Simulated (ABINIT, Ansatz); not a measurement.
# A GW chain in ABINIT: LaBiS2O (P4/nmm), part 2 of 2

Aim: the G0W0 gap of LaBiS2O (P4/nmm) on PBEsol, step by step.

ABINIT 10.8.3; PBEsol and many-body steps on it, plane waves. Known limits of the many-body steps: not at the basis limit; exchange with frozen shells missing; mesh may overstate the screening; no spin-orbit coupling; coarse k mesh.

So far. Step 2 (Ground state): The gap is direct, at (0.500, 0.000, 0.000). Step 3 (Empty states on the mesh, 4×4×1 mesh, 253 bands): On this mesh the gap is 0.851 eV.

**4. Screening, 4×4×1 mesh, 231 bands, screening to 149.7 eV**

The RPA dielectric matrix is built and inverted for each q.

This step: RPA screening on PBEsol, plane waves, norm-conserving pseudopotentials.

run.abi reads:

```
acell 3*1.0 Angstrom
rprim 
  4.055497000000 0.000000000000 0.000000000000
  0.000000000000 4.055497000000 0.000000000000
  0.000000000000 0.000000000000 14.173265000000
ntypat 4
znucl 57 83 16 8
natom 10
typat 1 1 2 2 3 3 3 3 4 4
xred 
  0.500000000000 0.000000000000 0.587742000000
  0.000000000000 0.500000000000 0.412258000000
  0.000000000000 0.500000000000 0.867775000000
  0.500000000000 0.000000000000 0.132225000000
  0.500000000000 0.000000000000 0.890020000000
  0.000000000000 0.500000000000 0.109980000000
  0.000000000000 0.500000000000 0.690201000000
  0.500000000000 0.000000000000 0.309799000000
  0.000000000000 0.000000000000 0.500000000000
  0.500000000000 0.500000000000 0.500000000000
pp_dirpath "pseudos"
pseudos "La.upf, Bi.upf, S.upf, O.upf"
ecut 50
ngkpt 4 4 1
nshiftk 1
shiftk 0 0 0
kptopt 1
chksymbreak 0
istwfk *1
occopt 1
irdwfk 1
optdriver 3
nband 231
ecuteps 5.5
inclvkb 2
awtr 1
symchi 1
indata_prefix "in"
outdata_prefix "out"
tmpdata_prefix "tmp"
```

Command:

```sh
$ OMP_NUM_THREADS=1 mpirun -n 4 abinit run.abi > log
```

Numbers of over 12 decimals in the logs are rounded to 6 here.

The program printed:

```text
.Version 10.8.3 of ABINIT. v10.8.2 released Aug 2026.

 Symmetries : space group P4/n m m (#129); Bravais tP (primitive tetrag.)
[... echo of the input left out ...]
== DATASET  1 ==================================================================
-   mpi_nproc: 4, omp_nthreads: 1 (-1 if OMP is not activated)

--- !DatasetInfo
iteration_state: {dtset: 1, }
dimensions: {natom: 10, nkpt: 6, mband: 231, nsppol: 1, nspinor: 1, nspden: 1, mpw: 26636, }
cutoff_energies: {ecut:  50.0, pawecutdg:  -1.0, }
electrons: {nelect:   8.80000000E+01, charge:   0.00000000E+00, occopt:   1.00000000E+00, tsmear:   1.00000000E-02, }

 SCREENING: Calculation of the susceptibility and dielectric matrices

 Based on a program developped by R.W. Godby, V. Olevano, G. Onida, and L. Reining.
 Incorporated in ABINIT by V. Olevano, G.-M. Rignanese, and M. Torrent.
.Using double precision arithmetic ; gwpc =  8

[... cell and pseudopotentials left out ...]
--------------------------------------------------------------------------------

 ==== K-mesh for the wavefunctions ====
 Number of points in the irreducible wedge :     6
[... list of points left out ...]
 Together with 16 symmetry operations and time-reversal symmetry
 yields    16 points in the full Brillouin Zone.

 ==== Q-mesh for the screening function ====
 Number of points in the irreducible wedge :     6
[... list of points left out ...]
 Together with 16 symmetry operations and time-reversal symmetry
 yields    16 points in the full Brillouin Zone.

 setmesh: FFT mesh size selected  =    36x   36x  120
          total number of points  =       155520

 vcoul_init : cutoff-mode = AUXILIARY_FUNCTION
 q-points for optical limit:   1
     1)      0.000010    0.000020    0.000030

- screening: taking advantage of time-reversal symmetry
- Maximum band index for partially occupied states nbvw = 44
- Remaining bands to be divided among processors   nbcw = 187
- Number of bands treated by each node ~46

 Number of electrons calculated from density =   88.0000; Expected =   88.0000
 average of density, n =  0.055941
 r_s =    1.6220
 omega_plasma =   22.8150 [eV]

 calculating chi0 at frequencies [eV] :
  1    0.000000E+00    0.000000E+00
  2    0.000000E+00    2.281495E+01

--------------------------------------------------------------------------------
  q-point number  1        q = ( 0.000000, 0.000000, 0.000000) [r.l.u.]
--------------------------------------------------------------------------------
[... chi0 elements left out ...]
 For q-point:  0.000010 0.000020 0.000030
  dielectric constant =  25.1180
  dielectric constant without local fields =  27.4704

  Average fulfillment of the sum rule on Im[epsilon] for q-point    1 :     75.49  [%]
[... wings left out ...]
  q-point number  2        q = ( 0.250000, 0.000000, 0.000000) [r.l.u.]
--------------------------------------------------------------------------------
[... chi0 elements left out ...]
  Average fulfillment of the sum rule on Im[epsilon] for q-point    2 :     76.92  [%]

 [... 4 further q-points ...]
```

The job ended after 14 min (4 MPI ranks of Arm Neoverse V2, shared host; peak memory 8.6 GiB).

Numbers from this step:

```
ε∞ with local fields, on this mesh, along the program's q direction : 25.12
the same without local fields                                       : 27.47
plasma frequency                                                    : 22.82 eV
plane waves in the screening matrix                                 : 949
```

Local fields lower ε∞ by 9 %. On a Γ-centred mesh this coarse the value itself is usually too large, while a short band sum pulls it down.

**5. Self-energy, 4×4×1 mesh, 231 bands, screening to 149.7 eV**

The self-energy is evaluated for the states that the input lists, and the levels follow from it, in one-shot runs by the linearised quasiparticle equation.

This step: G0W0 on PBEsol, plane waves, norm-conserving pseudopotentials.

run.abi, as its differences from that of step 4:

```diff
@@ -31,8 +31,17 @@
 irdwfk 1
-optdriver 3
+optdriver 4
 nband 231
+gwcalctyp 0
+ecutsigx 50
+symsigma 1
+nkptgw 2
+kptgw 
+  0.5000000000 0.0000000000 0.0000000000
+  0.0000000000 0.0000000000 0.0000000000
+bdgw 
+  43 46
+  43 46
 ecuteps 5.5
-inclvkb 2
-awtr 1
-symchi 1
+irdscr 1
+ppmodel 1
 indata_prefix "in"
```

The program printed:

```text
.Version 10.8.3 of ABINIT. v10.8.2 released Aug 2026.

 Symmetries : space group P4/n m m (#129); Bravais tP (primitive tetrag.)
[... echo of the input left out ...]
== DATASET  1 ==================================================================
-   mpi_nproc: 4, omp_nthreads: 1 (-1 if OMP is not activated)

--- !DatasetInfo
iteration_state: {dtset: 1, }
dimensions: {natom: 10, nkpt: 6, mband: 231, nsppol: 1, nspinor: 1, nspden: 1, mpw: 26636, }
cutoff_energies: {ecut:  50.0, pawecutdg:  -1.0, }
electrons: {nelect:   8.80000000E+01, charge:   0.00000000E+00, occopt:   1.00000000E+00, tsmear:   1.00000000E-02, }

 SIGMA: Calculation of the GW corrections

 Based on a program developped by R.W. Godby, V. Olevano, G. Onida, and L. Reining.
 Incorporated in ABINIT by V. Olevano, G.-M. Rignanese, and M. Torrent.
.Using double precision arithmetic ; gwpc =  8

[... cell and pseudopotentials left out ...]
--------------------------------------------------------------------------------

 ==== K-mesh for the wavefunctions ====
 Number of points in the irreducible wedge :     6
[... list of points left out ...]
 Together with 16 symmetry operations and time-reversal symmetry
 yields    16 points in the full Brillouin Zone.

 ==== Q-mesh for screening function ====
 Number of points in the irreducible wedge :     6
[... list of points left out ...]
 Together with 16 symmetry operations and time-reversal symmetry
 yields    16 points in the full Brillouin Zone.

 vcoul_init : cutoff-mode = AUXILIARY_FUNCTION
 q-points for optical limit:   1
     1)      0.000010    0.000020    0.000030
 setmesh: FFT mesh size selected  =    50x   50x  180
          total number of points  =       450000

 Number of electrons calculated from density =   88.0000; Expected =   88.0000
 average of density, n =  0.055941
 r_s =    1.6220
 omega_plasma =   22.8150 [eV]

 === KS Band Gaps ===
  >>>> For spin  1
   Minimum direct gap =   0.8509 [eV], located at k-point      :   0.5000  0.0000  0.0000
   Fundamental gap    =   0.8509 [eV], Top of valence bands at :   0.5000  0.0000  0.0000
                                       Bottom of conduction at :   0.5000  0.0000  0.0000
 SIGMA fundamental parameters:
 PLASMON POLE MODEL  1
 number of plane-waves for SigmaX                26549
 number of plane-waves for SigmaC and W            949
 number of plane-waves for wavefunctions         26549
 number of bands                                   231
 number of independent spin polarizations            1
 number of spinorial components                      1
 number of k-points in IBZ                           6
 number of q-points in IBZ                           6
 number of symmetry operations                      16
 number of k-points in BZ                           16
 number of q-points in BZ                           16
 number of frequencies for dSigma/dE                 9
 frequency step for dSigma/dE [eV]                0.25
 number of omega for Sigma on real axis              0
 max omega for Sigma on real axis  [eV]           0.00
 zcut for avoiding poles [eV]                     0.10

 EPSILON^-1 parameters (SCR file):
 dimension of the eps^-1 matrix on file            949
 dimension of the eps^-1 matrix used               949
 number of plane-waves for wavefunctions         26549
 number of bands                                   231
 number of q-points in IBZ                           6
 number of frequencies                               2
 number of real frequencies                          1
 number of imag frequencies                          1

 matrix elements of self-energy operator (all in [eV])

 Perturbative Calculation

--- !SelfEnergy_ee
iteration_state: {dtset: 1, }
kpoint     : [   0.500,    0.000,    0.000, ]
spin       : 1
KS_gap     :    0.851
QP_gap     :    1.048
Delta_QP_KS:    0.197
data: !SigmaeeData |
     Band     E0 <VxcDFT>   SigX SigC(E0)      Z dSigC/dE  Sig(E)    E-E0       E
       43   4.386 -13.203 -14.865   1.491   0.778  -0.286 -13.336  -0.133   4.254
       44   4.386 -13.203 -14.865   1.491   0.778  -0.286 -13.336  -0.133   4.254
       45   5.237 -11.361  -8.791  -2.489   0.795  -0.258 -11.296   0.064   5.302
       46   5.237 -11.361  -8.791  -2.489   0.795  -0.258 -11.296   0.064   5.302

--- !SelfEnergy_ee
iteration_state: {dtset: 1, }
kpoint     : [   0.000,    0.000,    0.000, ]
spin       : 1
KS_gap     :    3.422
QP_gap     :    5.230
Delta_QP_KS:    1.809
data: !SigmaeeData |
     Band     E0 <VxcDFT>   SigX SigC(E0)      Z dSigC/dE  Sig(E)    E-E0       E
       43   4.372 -14.620 -18.122   3.237   0.758  -0.319 -14.821  -0.200   4.172
       44   4.372 -14.620 -18.122   3.237   0.758  -0.319 -14.821  -0.200   4.172
       45   7.794 -11.741  -4.681  -5.004   0.782  -0.279 -10.133   1.608   9.402
       46   8.068 -12.287  -8.035  -3.483   0.787  -0.271 -11.682   0.605   8.673

== END DATASET(S) ==============================================================
================================================================================

 -outvars: echo values of variables after computation  --------
           etotal      0.0000000000E+00
            nband         231
             nkpt           6
          spgroup         129
 [... the other variables as echoed above ...]

 Calculation completed.
```

The job ended after 2.2 min (4 MPI ranks; peak memory 6 GiB; 8.8 min of CPU time).

This step gave:

| Quantity | Value |
| --- | --- |
| G0W0 gap on the points computed | 1.048 eV |
| starting gap on the mesh | 0.8512 eV |
| k of the valence top | 0.5, 0, 0 |
| k of the conduction bottom | 0.5, 0, 0 |
| Z at the valence top | 0.778 |
| Z at the conduction bottom | 0.795 |
| least direct G0W0 gap on the computed points | 1.048 eV |

The gap on the mesh goes from 0.85 eV to 1.05 eV, a correction of +0.20 eV.

Limits: finite bands, cutoff and mesh; exchange with frozen shells missing; no spin-orbit coupling; coarse k mesh. v1 is the top filled band, c1 the lowest empty one. Levels before and after the correction, in eV, zero at the valence-band top of each column:

```tsv
	conduction bottom	valence top
Kohn-Sham	0.85	0.00
G0W0	1.05	0.00
```

```tsv
	level	energy (eV)
Kohn-Sham	(0.5 0 0) v2-v1	0.000
Kohn-Sham	(0.5 0 0) c1-c2	0.851
G0W0	(0.5 0 0) v2-v1	0.000
G0W0	(0.5 0 0) c1-c2	1.048
```

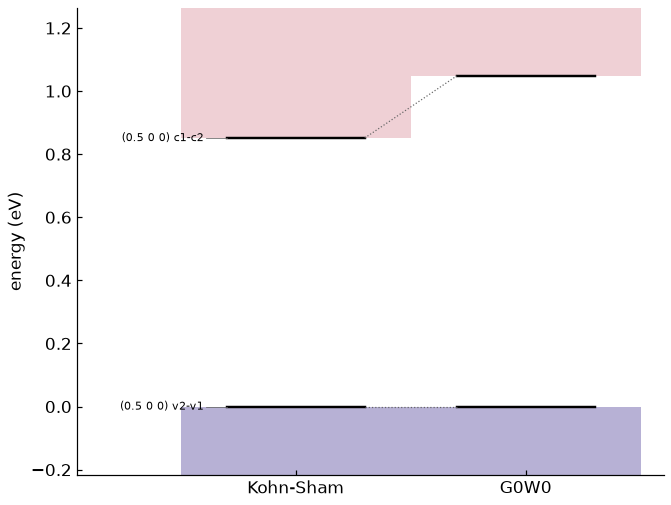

Levels before and after the correction. Shaded: valence and conduction bands.

**6. Where the time went**

Times are wall times on 4 MPI ranks of Arm Neoverse V2, shared host, good to a factor of about two.

```tsv
step	time	share	memory (GiB)
ground state	6.1 min	18 %	0.87
empty states on the mesh	11 min	34 %	1.2
screening	14 min	41 %	8.6
self-energy	2.2 min	7 %	6.0
```

**7. Summary of results**

```json
{
 "PBEsol gap": "0.85 eV, direct",
 "G0W0 gap on the mesh": "1.05 eV",
 "GW settings": "4×4×1 mesh, 231 bands, screening to 149.7 eV, Godby-Needs plasmon pole",
 "known limits": "not at the basis limit; exchange with frozen shells missing; mesh may overstate the screening; no spin-orbit coupling; coarse k mesh"
}
```

G0W0 moves the gap on the mesh from 0.85 eV to 1.05 eV (+0.20 eV), with Z of 0.78 and 0.80 at the edges. Local fields lower the RPA ε∞ on this mesh from 27.47 to 25.12; a Γ-centred mesh this coarse tends to raise both, most where the direct gap is narrow, while a short band sum lowers them. Only 2 of the mesh's irreducible points were corrected, so a valley elsewhere could overtake. Bands and cutoff are finite, so the gap is not at the basis limit. The miss can reach some tenths of an eV and take either sign; the mesh is an error of its own. In the G0W0 run levels were corrected at 2 k points alone, so a gap called «on the mesh» is the least over those, and an edge elsewhere would be missed. The 4×4×1 mesh is coarse for this cell, which bears on the long-range parts of exchange and screening. Where an edge is built on 6p states of lead, bismuth or thallium, scalar-relativistic gaps usually stand too wide, by a few tenths to over one eV. The norm-conserving file of at least one element keeps a d shell over frozen s and p shells of the same row. Exchange with those shells is missing from the self-energy, an error of 0.3 to 0.9 eV in cases checked, whose sign depends on which edge lies on those atoms. The RPA ε∞ on this mesh reaches over 25; with a narrow direct gap a coarse mesh can overstate it, and the correction is then too small. The many-body steps are scalar-relativistic: spin-orbit coupling is not in them.

[Paths, hosts, dates, memory and timing lines, banners, echoed tables and standing remarks are left out of the program output.]

[Logs are printed without paths, hosts, clocks, repeated set-up lines and the standing remarks that a program may print on its own settings, such as how far it seeks lower states.]

[Runs of the session that timed out or met a known fault of the program may be left out.]

[Hosts, paths, dates, database ids (printed as entryN), source tags and the programs' standing remarks are cut or masked in the printed files.]

[G0W0 gaps are taken among the corrected bands and points alone; a level outside them can change the order at an edge.]

[Where Ansatz stands beside ABINIT at settings called matched, ABINIT's density can come from a denser mesh and the files from another edition; pairs whose starting gaps differed by over 0.03 eV were left out, so agreement reads better than it is.]
